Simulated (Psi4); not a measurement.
# CH2AlN (SMILES N#[C][AlH2]): MP2/def2-TZVPPD (density fitting, density fitting for correlation, sweep point 5)

What is the vertical electron affinity of CH2AlN at MP2/def2-TZVPPD (density fitting, density fitting for correlation, sweep point 5)? 

The calculation is run with Psi4 1.11.

**1. The structure to begin with**

The species is CH2AlN (5 atoms), meant as a singlet with charge 0. As SMILES, `N#[C][AlH2]`. The coordinates come from a PBE0-D4/def2-TZVP relaxation.

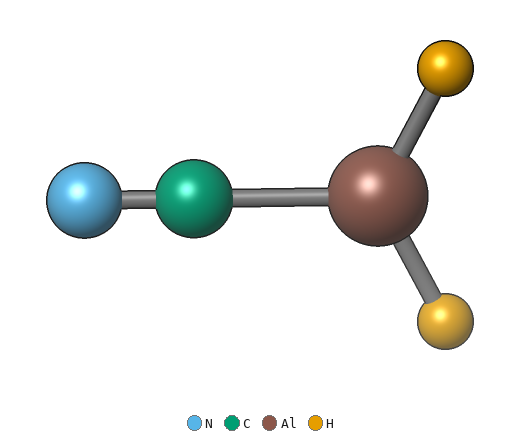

Viewed from a chosen angle; nitrogen blue, carbon teal, aluminium brown, hydrogen amber.

**2. The energy at MP2/def2-TZVPPD (density fitting, density fitting for correlation, sweep point 5)**

Contents of calc.dat:

```
memory 1600 MB

molecule molecule1 {
  N      2.61216842    -2.54357136     2.63465616
  C      1.34964240    -1.31902883     1.34510706
  Al    -0.76949648     0.73699319    -0.82127497
  H     -3.07968667    -0.61019257    -2.11687120
  H     -0.01833034     3.59652676    -1.11985170
  units bohr
  symmetry c1
}

set puream true
set scf_type df
set num_frozen_docc 7

result, w = energy("mp2/def2-TZVPPD", return_wfn=True)
```

Started as:

```sh
$ psi4 -i calc.dat -o calc.out -n 1
```

calc.out:

```text
[...]
  Running in c1 symmetry.
[...]
  Nuclear repulsion =   69.014155664648129
[...]
  Multiplicity = 1
[...]
  Nalpha       = 14
  Nbeta        = 14
[...]
    Number of basis functions: 156
[...]
   @DF-RHF iter   1:  -335.38555880831376   -1.24619e+00   2.05513e-03 ADIIS/DIIS
[...]
   @DF-RHF iter  11:  -335.43833831325549   -1.69109e-10   8.67263e-09 DIIS
[...]
    Orbital Energies [Eh]
    ---------------------
    Doubly Occupied:
       1A    -58.519072     2A    -15.580670     3A    -11.243453
       4A     -4.934289     5A     -3.249888     6A     -3.247792
       7A     -3.246823     8A     -1.215292     9A     -0.698981
      10A     -0.573130    11A     -0.514042    12A     -0.488945
      13A     -0.476520    14A     -0.455234
[...]
  @DF-RHF Final Energy:  -335.43833831325549
   => Energetics <=
    Nuclear Repulsion Energy =             69.0141556646481291
    One-Electron Energy =                -600.0167258139360911
    Two-Electron Energy =                 195.5642318360324623
    Total Energy =                       -335.4383383132554854
[...]
 Multipole Moments:
 ------------------------------------------------------------------------------------
     Multipole            Electronic (a.u.)      Nuclear  (a.u.)        Total (a.u.)
 ------------------------------------------------------------------------------------
 L = 1.  Multiply by 2.5417464519 to convert [e a0] to [Debye]
 Dipole X            :          0.5961195           -1.4258200           -0.8297005
 Dipole Y            :         -0.5782017            1.3831863            0.8049846
 Dipole Z            :          0.6099477           -1.4576532           -0.8477055
 Magnitude           :                                                    1.4335298
[...]
```

Wall time 3.9 s (1 thread of Intel Xeon Platinum 8259CL at 2.50GHz (Skylake/Cascade Lake), shared host); peak memory 0.28 GiB.

**3. The doublet anion at the same level**

Contents of calc.dat:

```
memory 1600 MB

molecule mol {
  -1 2
  N      2.61216842    -2.54357136     2.63465616
  C      1.34964240    -1.31902883     1.34510706
  Al    -0.76949648     0.73699319    -0.82127497
  H     -3.07968667    -0.61019257    -2.11687120
  H     -0.01833034     3.59652676    -1.11985170
  units bohr
  symmetry c1
}

set {
  reference       uhf
  puream          true
  scf_type        df
  num_frozen_docc 7
  maxiter         150
}

energy('mp2/def2-TZVPPD')
```

Started as:

```sh
$ psi4 -n 1 calc.dat calc.out
```

calc.out:

```text
[...]
  Running in c1 symmetry.
[...]
  Nuclear repulsion =   69.014155664648129
[...]
  Multiplicity = 2
[...]
  Nalpha       = 15
  Nbeta        = 14
[...]
    Number of basis functions: 156
[...]
   @DF-UHF iter   1:  -335.29537094611277   -1.15601e+00   2.92428e-03 ADIIS/DIIS
[...]
   @DF-UHF iter  20:  -335.44623585026073   -1.82467e-11   4.71289e-09 DIIS
[...]
   @S^2 Observed:                7.957381105E-01
[...]
    Orbital Energies [Eh]
    ---------------------
    Alpha Occupied:
       1A    -58.266912     2A    -15.384714     3A    -11.057021
       4A     -4.685264     5A     -3.005773     6A     -2.999183
       7A     -2.998303     8A     -1.036276     9A     -0.498659
      10A     -0.389592    11A     -0.315129    12A     -0.305734
      13A     -0.301939    14A     -0.244305    15A     -0.024646
    Alpha Virtual:
      16A      0.164524    17A      0.205697    18A      0.226257
      19A      0.240727    20A      0.250295    21A      0.252018
      22A      0.259981    23A      0.285079    24A      0.315301
      25A      0.327032    26A      0.331421    27A      0.347406
[...]
  @DF-UHF Final Energy:  -335.44623585026073
   => Energetics <=
    Nuclear Repulsion Energy =             69.0141556646481291
    One-Electron Energy =                -606.0205223750604091
    Two-Electron Energy =                 201.5601308601515598
    Total Energy =                       -335.4462358502607344
  UHF NO Occupations:
  HONO-2 :   13  A 1.9940289
  HONO-1 :   14  A 1.9886531
[...]
 Multipole Moments:
 ------------------------------------------------------------------------------------
     Multipole            Electronic (a.u.)      Nuclear  (a.u.)        Total (a.u.)
 ------------------------------------------------------------------------------------
 L = 1.  Multiply by 2.5417464519 to convert [e a0] to [Debye]
 Dipole X            :          1.5751523           -1.4258200            0.1493322
 Dipole Y            :         -1.5278433            1.3831863           -0.1446570
 Dipole Z            :          1.6098474           -1.4576532            0.1521942
 Magnitude           :                                                    0.2576603
[...]
```

Run time: 5.7 s. Hardware: 1 thread of Intel Xeon Platinum 8259CL at 2.50GHz (Skylake/Cascade Lake), shared host; peak memory 0.28 GiB.

**4. What came out**

At MP2/def2-TZVPPD (density fitting, density fitting for correlation, sweep point 5), 7 core orbitals frozen:

| quantity | value |
| --- | --- |
| singlet CH2AlN: total energy | -335.85168 Eh |
| singlet CH2AlN: HOMO energy (Hartree–Fock orbitals) | -12.39 eV |
| singlet CH2AlN: LUMO energy (Hartree–Fock orbitals) | 0.20 eV |
| singlet CH2AlN: HOMO–LUMO gap (Hartree–Fock orbitals) | 12.59 eV |
| singlet CH2AlN: correlation energy (7 core orbitals frozen) | -413.3 mEh |
| doublet anion: total energy | -335.87057 Eh |
| doublet anion: HOMO energy (Hartree–Fock orbitals) (highest over α and β) | -0.67 eV |
| doublet anion: LUMO energy (Hartree–Fock orbitals) (lowest over α and β) | 4.48 eV |
| doublet anion: correlation energy (7 core orbitals frozen) | -424.3 mEh |
| doublet anion: ⟨S²⟩ of the reference determinant | 0.796 |
| vertical electron affinity (to the doublet anion) | 0.514 eV |

What this shows: At fixed nuclei the extra electron is bound by 0.51 eV (49.6 kJ/mol).
